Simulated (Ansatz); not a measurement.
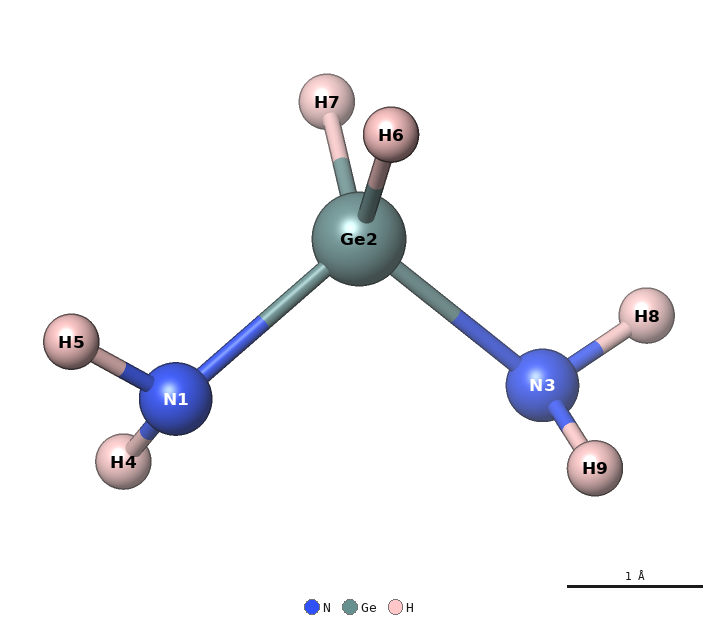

Orthographic view. Depth is shown by fading: the farther an atom, the more it takes the colour of the background. The geometry was computed by an optimisation with PBE-D4/def2-SVP. No frequency run is at hand to confirm it as a minimum.

Write a Z-matrix (Å, degrees) in the order of the atom numbers, with these reference atoms: 2 to 1; 3 to 2, 1; 4 to 1, 2, 3; 5 to 1, 4, 2; 6 to 2, 1, 5; 7 to 2, 6, 1; 8 to 3, 2, 6; 9 to 3, 8, 2.

```
N  
Ge   1   1.850
N    2   1.850   1   103.7
H    1   1.026   2   113.2   3   -66.7
H    1   1.026   4   108.2   2   126.8
H    2   1.562   1   104.2   5    45.4
H    2   1.563   6   109.5   1   126.9
H    3   1.026   2   113.5   6   -76.3
H    3   1.026   8   108.2   2  -126.6
```
